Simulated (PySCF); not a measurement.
# LiHF+, an ion with solvent molecules: interaction energy, part 3 of 3

PySCF 2.14.0. Atoms count from 0, parts from 1.

### 8 Coupled-cluster interaction energy: CCSD(T) and MP2, 1.62 Å

Job settings and geometry (Å):

```
{"job": {"kind": "intercc", "basis": "aug-cc-pVDZ", "basis_mid": "aug-cc-pVTZ", "basis_large": "aug-cc-pVQZ"}, "charge": 1, "multiplicity": 1, "parts": [{"atoms": "0-0", "charge": 1, "multiplicity": 1}, {"atoms": "1-2", "charge": 0, "multiplicity": 1}]}
Li     0.437812    -0.006816     0.115304
F      1.112289     1.463660     0.021842
H      1.214383     2.388295    -0.037215
```

Method: CCSD(T)/aug-cc-pVDZ and MP2/aug-cc-pVTZ, aug-cc-pVQZ counterpoise interaction energy, frozen core, gas phase.

The log of the run:

```text
part 1, own basis, geometry of the cluster: E = -7.2363810859 (as before)

part 2, own basis, geometry of the cluster: E = -100.0601613015 (as before)

part 1, own basis, relaxed alone: E = -7.2363810859 (as before)

part 2, own basis, relaxed alone: E = -100.0608782358 (as before)

cluster
final grid: 2784 points
cycle   1  E = -107.3297770250  dE = -1.960e-02  |g| = 7.821e-02  |ddm| = 1.570e+00
cycle   2  E = -107.3307104780  dE = -9.335e-04  |g| = 3.380e-02  |ddm| = 3.213e-01
cycle   3  E = -107.3308676106  dE = -1.571e-04  |g| = 8.613e-03  |ddm| = 5.134e-02
cycle   4  E = -107.3308838362  dE = -1.623e-05  |g| = 1.339e-03  |ddm| = 3.202e-02
cycle   5  E = -107.3308846635  dE = -8.273e-07  |g| = 2.890e-04  |ddm| = 5.823e-03
cycle   6  E = -107.3308847040  dE = -4.052e-08  |g| = 3.769e-05  |ddm| = 9.536e-04
cycle   7  E = -107.3308847046  dE = -6.209e-10  |g| = 5.435e-06  |ddm| = 1.162e-04
converged SCF energy = -107.3308847046

part 1 in the basis of the cluster
final grid: 2784 points
cycle   1  E = -7.2363824679  dE = -1.387e-06  |g| = 1.842e-04  |ddm| = 4.009e-02
cycle   2  E = -7.2363824729  dE = -4.976e-09  |g| = 1.583e-05  |ddm| = 2.032e-03
cycle   3  E = -7.2363824730  dE = -3.905e-11  |g| = 8.779e-07  |ddm| = 1.280e-04
converged SCF energy = -7.2363824730

part 2 in the basis of the cluster
final grid: 2784 points
cycle   1  E = -100.0603472765  dE = -1.871e-04  |g| = 2.945e-03  |ddm| = 3.640e-01
cycle   2  E = -100.0603495835  dE = -2.307e-06  |g| = 3.592e-04  |ddm| = 4.002e-02
cycle   3  E = -100.0603496256  dE = -4.205e-08  |g| = 5.425e-05  |ddm| = 5.534e-03
cycle   4  E = -100.0603496261  dE = -5.616e-10  |g| = 2.349e-05  |ddm| = 2.234e-04
converged SCF energy = -100.0603496261

Interaction energy (kcal/mol)
  counterpoise      -18.387
  uncorrected       -18.744
  dispersion part     0.000
  deformation         0.071
  binding           -18.316

Decomposition of the uncorrected value (kcal/mol)
  electrostatic     -24.386
  Pauli              15.829
  orbital           -12.994
  dispersion          0.000
  correlation         2.807

Charge of each part in the cluster: 0.990 0.010
part 1, own basis, geometry of the cluster: E = -7.2363851836 (as before)

part 2, own basis, geometry of the cluster: E = -100.0675866286 (as before)

part 1, own basis, relaxed alone: E = -7.2363851836 (as before)

part 2, own basis, relaxed alone: E = -100.0683486734 (as before)

cluster
final grid: 2784 points
cycle   1  E = -107.3382437242  dE = -2.048e-02  |g| = 7.987e-02  |ddm| = 2.034e+00
cycle   2  E = -107.3392118248  dE = -9.681e-04  |g| = 3.420e-02  |ddm| = 3.982e-01
cycle   3  E = -107.3393693819  dE = -1.576e-04  |g| = 8.987e-03  |ddm| = 5.150e-02
cycle   4  E = -107.3393860628  dE = -1.668e-05  |g| = 1.397e-03  |ddm| = 3.634e-02
cycle   5  E = -107.3393869165  dE = -8.537e-07  |g| = 3.055e-04  |ddm| = 5.860e-03
cycle   6  E = -107.3393869606  dE = -4.406e-08  |g| = 3.994e-05  |ddm| = 1.167e-03
cycle   7  E = -107.3393869613  dE = -6.989e-10  |g| = 5.739e-06  |ddm| = 1.280e-04
converged SCF energy = -107.3393869613

part 1 in the basis of the cluster
final grid: 2784 points
cycle   1  E = -7.2363857051  dE = -5.267e-07  |g| = 1.118e-04  |ddm| = 3.408e-02
cycle   2  E = -7.2363857063  dE = -1.220e-09  |g| = 6.448e-06  |ddm| = 1.537e-03
cycle   3  E = -7.2363857063  dE = -4.736e-12  |g| = 2.827e-07  |ddm| = 9.517e-05
converged SCF energy = -7.2363857063

part 2 in the basis of the cluster
final grid: 2784 points
cycle   1  E = -100.0677025222  dE = -1.162e-04  |g| = 2.248e-03  |ddm| = 5.169e-01
cycle   2  E = -100.0677040472  dE = -1.525e-06  |g| = 2.949e-04  |ddm| = 5.019e-02
cycle   3  E = -100.0677040793  dE = -3.202e-08  |g| = 4.573e-05  |ddm| = 6.753e-03
cycle   4  E = -100.0677040797  dE = -4.195e-10  |g| = 2.100e-05  |ddm| = 1.978e-04
converged SCF energy = -100.0677040797

Interaction energy (kcal/mol)
  counterpoise      -19.226
  uncorrected       -19.423
  dispersion part     0.000
  deformation         0.118
  binding           -19.108

Decomposition of the uncorrected value (kcal/mol)
  electrostatic     -24.219
  Pauli              15.563
  orbital           -13.567
  dispersion          0.000
  correlation         2.801

Charge of each part in the cluster: 0.988 0.012
part 1 in the basis of the cluster: E(HF) = -7.236126019  E2 = 0.000000000  E(CCSD corr) = 0.000000000  (T) = 0.000000000
part 2 in the basis of the cluster: E(HF) = -100.032943479  E2 = -0.223654198  E(CCSD corr) = -0.227282550  (T) = -0.004301813
cluster: E(HF) = -107.302095603  E2 = -0.218484423  E(CCSD corr) = -0.222625555  (T) = -0.003844224

Counterpoise interaction energy (kcal/mol)
  hf_small                 -20.724
  mp2_small                -17.480
  ccsd_small               -17.802
  ccsdt_small              -17.515
  hf_large                 -22.149
  mp2_large                -19.226
  hf_middle                -21.431
  mp2_middle               -18.387
  scs_mp2_large            -19.318
  mp2_limit                -19.315
  ccsdt_less_mp2            -0.035
  ccsdt_limit_estimate     -19.349
  bsse_mp2_large             0.196
```

Run time: 4.5 s. Hardware: 1 thread of Arm Neoverse V1, shared host; peak memory 0.36 GiB.

Contacts at this geometry (a selection, picked against the atoms' radii; other short pairs can be missing):

| atoms | distance (Å) | kind (by distance and angle) | angle (°) |
| --- | --- | --- | --- |
| Li0···F1 | 1.62 | bonding distance | – |

Differences are taken before rounding.

| method | interaction energy (kcal/mol) | from CCSD(T), limit estimate (kcal/mol) |
| --- | --- | --- |
| HF/aug-cc-pVDZ | -20.72 | -1.37 |
| MP2/aug-cc-pVDZ | -17.48 | +1.87 |
| CCSD/aug-cc-pVDZ | -17.80 | +1.55 |
| CCSD(T)/aug-cc-pVDZ | -17.51 | +1.83 |
| HF/aug-cc-pVQZ | -22.15 | -2.80 |
| MP2/aug-cc-pVQZ | -19.23 | +0.12 |
| SCS-MP2/aug-cc-pVQZ | -19.32 | +0.03 |
| MP2, extrapolated | -19.31 | +0.03 |
| CCSD(T), limit estimate | -19.35 | 0 |

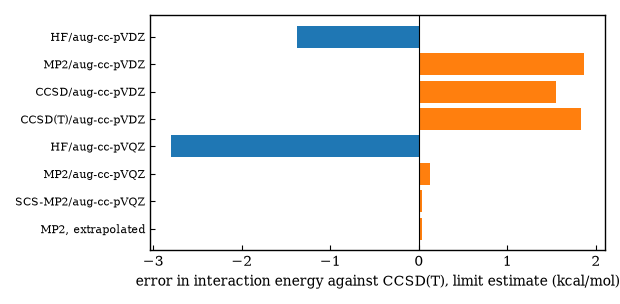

Deviations from CCSD(T), limit estimate, method by method.

These energies keep the parts at their geometry in the cluster; deforming them to it costs 0.12 kcal/mol (MP2).

### 9 Coupled-cluster interaction energy: CCSD(T) and MP2, 2.70 Å

The job, as its differences from that of step 8:

```diff
@@ -2,3 +2,3 @@
 Li     0.437812    -0.006816     0.115304
-F      1.112289     1.463660     0.021842
-H      1.214383     2.388295    -0.037215
+F      1.561940     2.443977    -0.040466
+H      1.664034     3.368612    -0.099524
```

With the program's defaults for keys left out, this is: CCSD(T)/aug-cc-pVDZ and MP2/aug-cc-pVTZ, aug-cc-pVQZ counterpoise interaction energy, frozen core, gas phase.

The log of the run:

```text
part 1, own basis, geometry of the cluster: E = -7.2363810859 (as before)

part 2, own basis, geometry of the cluster
final grid: 16976 points
cycle   1  E = -100.0321562903  dE = -1.780e-01  |g| = 4.022e-01  |ddm| = 1.962e+00
cycle   2  E = -100.0530995485  dE = -2.094e-02  |g| = 2.397e-01  |ddm| = 6.577e-01
cycle   3  E = -100.0600219645  dE = -6.922e-03  |g| = 2.366e-02  |ddm| = 2.217e-01
cycle   4  E = -100.0601423042  dE = -1.203e-04  |g| = 6.515e-03  |ddm| = 2.965e-02
cycle   5  E = -100.0601597581  dE = -1.745e-05  |g| = 1.580e-03  |ddm| = 1.258e-02
cycle   6  E = -100.0601612571  dE = -1.499e-06  |g| = 2.470e-04  |ddm| = 4.472e-03
cycle   7  E = -100.0601612964  dE = -3.938e-08  |g| = 2.143e-05  |ddm| = 8.461e-04
cycle   8  E = -100.0601612967  dE = -2.219e-10  |g| = 2.406e-06  |ddm| = 4.813e-05
converged SCF energy = -100.0601612967

part 1, own basis, relaxed alone: E = -7.2363810859 (as before)

part 2, own basis, relaxed alone: E = -100.0608782358 (as before)

cluster
final grid: 2784 points
cycle   1  E = -107.3182143987  dE = -3.497e-03  |g| = 3.072e-02  |ddm| = 2.899e-01
cycle   2  E = -107.3184377913  dE = -2.234e-04  |g| = 1.391e-02  |ddm| = 7.679e-02
cycle   3  E = -107.3184707670  dE = -3.298e-05  |g| = 4.269e-03  |ddm| = 2.161e-02
cycle   4  E = -107.3184767683  dE = -6.001e-06  |g| = 7.121e-04  |ddm| = 1.164e-02
cycle   5  E = -107.3184770293  dE = -2.610e-07  |g| = 1.367e-04  |ddm| = 2.112e-03
cycle   6  E = -107.3184770389  dE = -9.605e-09  |g| = 2.036e-05  |ddm| = 3.259e-04
cycle   7  E = -107.3184770391  dE = -2.045e-10  |g| = 3.016e-06  |ddm| = 5.890e-05
converged SCF energy = -107.3184770391

part 1 in the basis of the cluster
final grid: 2784 points
cycle   1  E = -7.2363818993  dE = -8.159e-07  |g| = 1.399e-04  |ddm| = 1.859e-02
cycle   2  E = -7.2363819024  dE = -3.175e-09  |g| = 1.211e-05  |ddm| = 1.074e-03
cycle   3  E = -7.2363819025  dE = -2.648e-11  |g| = 6.110e-07  |ddm| = 8.607e-05
converged SCF energy = -7.2363819025

part 2 in the basis of the cluster
final grid: 2784 points
cycle   1  E = -100.0601907933  dE = -3.016e-05  |g| = 1.004e-03  |ddm| = 1.399e-01
cycle   2  E = -100.0601911547  dE = -3.614e-07  |g| = 1.273e-04  |ddm| = 1.451e-02
cycle   3  E = -100.0601911614  dE = -6.665e-09  |g| = 1.468e-05  |ddm| = 1.870e-03
cycle   4  E = -100.0601911614  dE = -4.241e-11  |g| = 7.508e-06  |ddm| = 5.694e-05
converged SCF energy = -100.0601911614

Interaction energy (kcal/mol)
  counterpoise      -12.868
  uncorrected       -12.968
  dispersion part     0.000
  deformation         0.071
  binding           -12.797

Decomposition of the uncorrected value (kcal/mol)
  electrostatic     -11.488
  Pauli               0.082
  orbital            -2.359
  dispersion          0.000
  correlation         0.797

Charge of each part in the cluster: 0.998 0.002
part 1, own basis, geometry of the cluster: E = -7.2363851836 (as before)

part 2, own basis, geometry of the cluster
final grid: 16976 points
cycle   1  E = -100.0393462954  dE = -1.787e-01  |g| = 4.057e-01  |ddm| = 2.117e+00
cycle   2  E = -100.0604250879  dE = -2.108e-02  |g| = 2.423e-01  |ddm| = 6.037e-01
cycle   3  E = -100.0674456148  dE = -7.021e-03  |g| = 2.409e-02  |ddm| = 2.182e-01
cycle   4  E = -100.0675670888  dE = -1.215e-04  |g| = 6.718e-03  |ddm| = 2.732e-02
cycle   5  E = -100.0675849839  dE = -1.790e-05  |g| = 1.645e-03  |ddm| = 1.158e-02
cycle   6  E = -100.0675865752  dE = -1.591e-06  |g| = 2.726e-04  |ddm| = 4.028e-03
cycle   7  E = -100.0675866232  dE = -4.804e-08  |g| = 2.536e-05  |ddm| = 8.785e-04
cycle   8  E = -100.0675866236  dE = -3.302e-10  |g| = 2.786e-06  |ddm| = 7.848e-05
converged SCF energy = -100.0675866236

part 1, own basis, relaxed alone: E = -7.2363851836 (as before)

part 2, own basis, relaxed alone: E = -100.0683486734 (as before)

cluster
final grid: 2784 points
cycle   1  E = -107.3256511125  dE = -3.539e-03  |g| = 3.104e-02  |ddm| = 3.341e-01
cycle   2  E = -107.3258804449  dE = -2.293e-04  |g| = 1.421e-02  |ddm| = 6.708e-02
cycle   3  E = -107.3259141589  dE = -3.371e-05  |g| = 4.371e-03  |ddm| = 1.870e-02
cycle   4  E = -107.3259203700  dE = -6.211e-06  |g| = 7.539e-04  |ddm| = 9.923e-03
cycle   5  E = -107.3259206442  dE = -2.742e-07  |g| = 1.427e-04  |ddm| = 2.035e-03
cycle   6  E = -107.3259206544  dE = -1.024e-08  |g| = 2.130e-05  |ddm| = 3.061e-04
cycle   7  E = -107.3259206547  dE = -2.245e-10  |g| = 3.264e-06  |ddm| = 6.531e-05
converged SCF energy = -107.3259206547

part 1 in the basis of the cluster
final grid: 2784 points
cycle   1  E = -7.2363853396  dE = -1.585e-07  |g| = 5.970e-05  |ddm| = 1.317e-02
cycle   2  E = -7.2363853400  dE = -3.925e-10  |g| = 3.471e-06  |ddm| = 5.306e-04
converged SCF energy = -7.2363853400

part 2 in the basis of the cluster
final grid: 2784 points
cycle   1  E = -100.0676135400  dE = -2.710e-05  |g| = 9.921e-04  |ddm| = 2.056e-01
cycle   2  E = -100.0676138579  dE = -3.179e-07  |g| = 1.235e-04  |ddm| = 2.132e-02
cycle   3  E = -100.0676138635  dE = -5.644e-09  |g| = 1.996e-05  |ddm| = 2.802e-03
cycle   4  E = -100.0676138636  dE = -6.325e-11  |g| = 7.768e-06  |ddm| = 5.271e-05
converged SCF energy = -100.0676138636

Interaction energy (kcal/mol)
  counterpoise      -12.918
  uncorrected       -12.987
  dispersion part     0.000
  deformation         0.118
  binding           -12.800

Decomposition of the uncorrected value (kcal/mol)
  electrostatic     -11.465
  Pauli               0.082
  orbital            -2.390
  dispersion          0.000
  correlation         0.786

Charge of each part in the cluster: 0.998 0.002
part 1 in the basis of the cluster: E(HF) = -7.236122644  E2 = 0.000000000  E(CCSD corr) = 0.000000000  (T) = 0.000000000
part 2 in the basis of the cluster: E(HF) = -100.032823880  E2 = -0.223330325  E(CCSD corr) = -0.226945485  (T) = -0.004235065
cluster: E(HF) = -107.290703905  E2 = -0.221842214  E(CCSD corr) = -0.225492124  (T) = -0.004084829

Counterpoise interaction energy (kcal/mol)
  hf_small                 -13.653
  mp2_small                -12.719
  ccsd_small               -12.741
  ccsdt_small              -12.647
  hf_large                 -13.756
  mp2_large                -12.918
  hf_middle                -13.745
  mp2_middle               -12.868
  scs_mp2_large            -12.909
  mp2_limit                -12.947
  ccsdt_less_mp2             0.072
  ccsdt_limit_estimate     -12.874
  bsse_mp2_large             0.069
```

It took 4.8 s on 1 thread of Arm Neoverse V1, shared host; peak memory 0.36 GiB.

Contacts at this geometry (a selection, picked against the atoms' radii; other short pairs can be missing):

| atoms | distance (Å) | kind (by distance and angle) | angle (°) |
| --- | --- | --- | --- |
| Li0···F1 | 2.70 | inside the van der Waals sum | – |

Differences are taken before rounding.

```csv
method,interaction energy (kcal/mol),"from CCSD(T), limit estimate (kcal/mol)"
HF/aug-cc-pVDZ,-13.65,-0.78
MP2/aug-cc-pVDZ,-12.72,+0.16
CCSD/aug-cc-pVDZ,-12.74,+0.13
CCSD(T)/aug-cc-pVDZ,-12.65,+0.23
HF/aug-cc-pVQZ,-13.76,-0.88
MP2/aug-cc-pVQZ,-12.92,-0.04
SCS-MP2/aug-cc-pVQZ,-12.91,-0.03
"MP2, extrapolated",-12.95,-0.07
"CCSD(T), limit estimate",-12.87,0
```

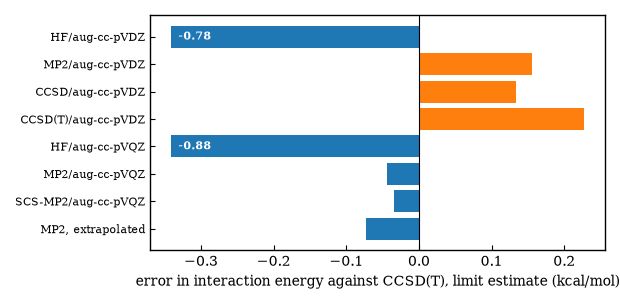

How far each level lands from CCSD(T), limit estimate. Bars with a number in them are cut short.

These energies keep the parts at their geometry in the cluster; deforming them to it costs 0.12 kcal/mol (MP2).

### 10 Coupled-cluster interaction energy: CCSD(T) and MP2, 3.60 Å

The job, as its differences from that of step 9:

```diff
@@ -2,3 +2,3 @@
 Li     0.437812    -0.006816     0.115304
-F      1.561940     2.443977    -0.040466
-H      1.664034     3.368612    -0.099524
+F      1.936650     3.260908    -0.092390
+H      2.038744     4.185543    -0.151447
```

With the program's defaults for keys left out, this is: CCSD(T)/aug-cc-pVDZ and MP2/aug-cc-pVTZ, aug-cc-pVQZ counterpoise interaction energy, frozen core, gas phase.

The log of the run:

```text
part 1, own basis, geometry of the cluster: E = -7.2363810859 (as before)

part 2, own basis, geometry of the cluster: E = -100.0601613015 (as before)

part 1, own basis, relaxed alone: E = -7.2363810859 (as before)

part 2, own basis, relaxed alone: E = -100.0608782358 (as before)

cluster
final grid: 2784 points
cycle   1  E = -107.3091003135  dE = -1.116e-03  |g| = 1.798e-02  |ddm| = 1.721e-01
cycle   2  E = -107.3091712710  dE = -7.096e-05  |g| = 8.340e-03  |ddm| = 3.896e-02
cycle   3  E = -107.3091827186  dE = -1.145e-05  |g| = 2.425e-03  |ddm| = 1.155e-02
cycle   4  E = -107.3091846837  dE = -1.965e-06  |g| = 4.140e-04  |ddm| = 5.556e-03
cycle   5  E = -107.3091847786  dE = -9.495e-08  |g| = 8.999e-05  |ddm| = 1.082e-03
cycle   6  E = -107.3091847831  dE = -4.427e-09  |g| = 1.397e-05  |ddm| = 2.000e-04
cycle   7  E = -107.3091847832  dE = -9.445e-11  |g| = 1.847e-06  |ddm| = 4.778e-05
converged SCF energy = -107.3091847832

part 1 in the basis of the cluster
final grid: 2784 points
cycle   1  E = -7.2363814918  dE = -4.072e-07  |g| = 9.227e-05  |ddm| = 9.111e-03
cycle   2  E = -7.2363814932  dE = -1.364e-09  |g| = 7.674e-06  |ddm| = 4.913e-04
cycle   3  E = -7.2363814932  dE = -1.033e-11  |g| = 4.601e-07  |ddm| = 4.100e-05
converged SCF energy = -7.2363814932

part 2 in the basis of the cluster
final grid: 2784 points
cycle   1  E = -100.0601711258  dE = -1.028e-05  |g| = 5.443e-04  |ddm| = 1.141e-01
cycle   2  E = -100.0601712608  dE = -1.350e-07  |g| = 7.224e-05  |ddm| = 1.247e-02
cycle   3  E = -100.0601712635  dE = -2.678e-09  |g| = 6.412e-06  |ddm| = 1.655e-03
cycle   4  E = -100.0601712635  dE = -9.052e-12  |g| = 3.440e-06  |ddm| = 2.696e-05
converged SCF energy = -100.0601712635

Interaction energy (kcal/mol)
  counterpoise       -7.375
  uncorrected        -7.414
  dispersion part     0.000
  deformation         0.071
  binding            -7.304

Decomposition of the uncorrected value (kcal/mol)
  electrostatic      -7.182
  Pauli               0.002
  orbital            -0.753
  dispersion          0.000
  correlation         0.519

Charge of each part in the cluster: 1.000 0.000
part 1, own basis, geometry of the cluster: E = -7.2363851836 (as before)

part 2, own basis, geometry of the cluster: E = -100.0675866286 (as before)

part 1, own basis, relaxed alone: E = -7.2363851836 (as before)

part 2, own basis, relaxed alone: E = -100.0683486734 (as before)

cluster
final grid: 2784 points
cycle   1  E = -107.3165166612  dE = -1.124e-03  |g| = 1.811e-02  |ddm| = 1.661e-01
cycle   2  E = -107.3165899961  dE = -7.333e-05  |g| = 8.506e-03  |ddm| = 3.362e-02
cycle   3  E = -107.3166017074  dE = -1.171e-05  |g| = 2.478e-03  |ddm| = 1.080e-02
cycle   4  E = -107.3166037510  dE = -2.044e-06  |g| = 4.331e-04  |ddm| = 5.468e-03
cycle   5  E = -107.3166038490  dE = -9.805e-08  |g| = 9.352e-05  |ddm| = 1.163e-03
cycle   6  E = -107.3166038538  dE = -4.748e-09  |g| = 1.447e-05  |ddm| = 1.974e-04
cycle   7  E = -107.3166038539  dE = -1.007e-10  |g| = 2.073e-06  |ddm| = 4.347e-05
converged SCF energy = -107.3166038539

part 1 in the basis of the cluster
final grid: 2784 points
cycle   1  E = -7.2363852653  dE = -8.290e-08  |g| = 3.771e-05  |ddm| = 7.174e-03
cycle   2  E = -7.2363852655  dE = -1.936e-10  |g| = 2.349e-06  |ddm| = 2.803e-04
converged SCF energy = -7.2363852655

part 2 in the basis of the cluster
final grid: 2784 points
cycle   1  E = -100.0675945132  dE = -8.028e-06  |g| = 4.730e-04  |ddm| = 1.412e-01
cycle   2  E = -100.0675946023  dE = -8.906e-08  |g| = 5.858e-05  |ddm| = 1.460e-02
cycle   3  E = -100.0675946039  dE = -1.617e-09  |g| = 5.926e-06  |ddm| = 1.849e-03
cycle   4  E = -100.0675946039  dE = -1.067e-11  |g| = 3.113e-06  |ddm| = 3.258e-05
converged SCF energy = -100.0675946039

Interaction energy (kcal/mol)
  counterpoise       -7.401
  uncorrected        -7.430
  dispersion part     0.000
  deformation         0.118
  binding            -7.283

Decomposition of the uncorrected value (kcal/mol)
  electrostatic      -7.169
  Pauli               0.002
  orbital            -0.760
  dispersion          0.000
  correlation         0.497

Charge of each part in the cluster: 1.000 0.000
part 1 in the basis of the cluster: E(HF) = -7.236121733  E2 = 0.000000000  E(CCSD corr) = 0.000000000  (T) = 0.000000000
part 2 in the basis of the cluster: E(HF) = -100.032773099  E2 = -0.223241619  E(CCSD corr) = -0.226860577  (T) = -0.004218259
cluster: E(HF) = -107.281477533  E2 = -0.222310855  E(CCSD corr) = -0.225953614  (T) = -0.004118542

Counterpoise interaction energy (kcal/mol)
  hf_small                  -7.896
  mp2_small                 -7.312
  ccsd_small                -7.327
  ccsdt_small               -7.264
  hf_large                  -7.922
  mp2_large                 -7.401
  hf_middle                 -7.927
  mp2_middle                -7.375
  scs_mp2_large             -7.396
  mp2_limit                 -7.424
  ccsdt_less_mp2             0.048
  ccsdt_limit_estimate      -7.377
  bsse_mp2_large             0.029
```

It took 4.4 s on 1 thread of Arm Neoverse V1, shared host; peak memory 0.36 GiB.

Contacts at this geometry (a selection, picked against the atoms' radii; other short pairs can be missing):

```csv
atoms,distance (Å),kind (by distance and angle),angle (°)
Li0···F1,3.60,at van der Waals distance,–
```

Differences are taken before rounding.

```csv
method,interaction energy (kcal/mol),"from CCSD(T), limit estimate (kcal/mol)"
HF/aug-cc-pVDZ,-7.90,-0.52
MP2/aug-cc-pVDZ,-7.31,+0.06
CCSD/aug-cc-pVDZ,-7.33,+0.05
CCSD(T)/aug-cc-pVDZ,-7.26,+0.11
HF/aug-cc-pVQZ,-7.92,-0.55
MP2/aug-cc-pVQZ,-7.40,-0.02
SCS-MP2/aug-cc-pVQZ,-7.40,-0.02
"MP2, extrapolated",-7.42,-0.05
"CCSD(T), limit estimate",-7.38,0
```

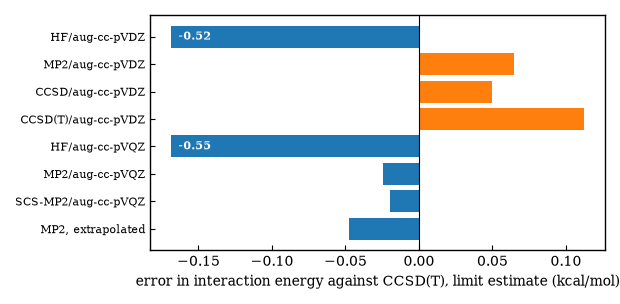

Deviations from CCSD(T), limit estimate, method by method. Bars with a number in them are cut short.

These energies keep the parts at their geometry in the cluster; deforming them to it costs 0.12 kcal/mol (MP2).

### 11 The curve

Counterpoise interaction energies (kcal/mol):

```csv
Li0···F1 (Å),HF,MP2 limit,CCSD(T) estimate,time
1.62,-22.15,-19.31,-19.35,4.5 s
1.71,-23.84,-21.40,-21.42,4.5 s
1.80,-24.17,-22.06,-22.06,5.7 s
1.89,-23.70,-21.86,-21.84,4.5 s
1.98,-22.78,-21.16,-21.12,4.5 s
2.25,-19.12,-17.94,-17.87,4.5 s
2.70,-13.76,-12.95,-12.87,4.8 s
3.60,-7.92,-7.42,-7.38,4.4 s
```

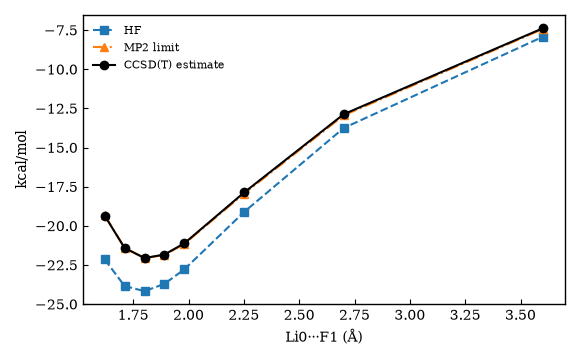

Interaction energy along the rigid scan.

### 12 Summary of results

This closing draws on all 3 parts.

| quantity | value |
| --- | --- |
| point group | Cs |
| rotational constants (main isotopes) | 6745.10, 27.40, 27.29 GHz |
| CCSD(T) estimate at 1.62 Å | -19.35 kcal/mol |
| CCSD(T) estimate at 1.71 Å | -21.42 kcal/mol |
| CCSD(T) estimate at 1.80 Å | -22.06 kcal/mol |
| CCSD(T) estimate at 1.89 Å | -21.84 kcal/mol |
| CCSD(T) estimate at 1.98 Å | -21.12 kcal/mol |
| CCSD(T) estimate at 2.25 Å | -17.87 kcal/mol |
| CCSD(T) estimate at 2.70 Å | -12.87 kcal/mol |
| CCSD(T) estimate at 3.60 Å | -7.38 kcal/mol |

What this shows: Relaxing lowered the energy by 0.015 eV in 4 steps; the close pair that moved most is Li0–F1, from 1.738 to 1.801 Å. Along the rigid scan the CCSD(T) estimate is lowest at 1.80 Å (-22.06 kcal/mol), where MP2 at the limit misses it by -0.01 and Hartree-Fock by -2.12.
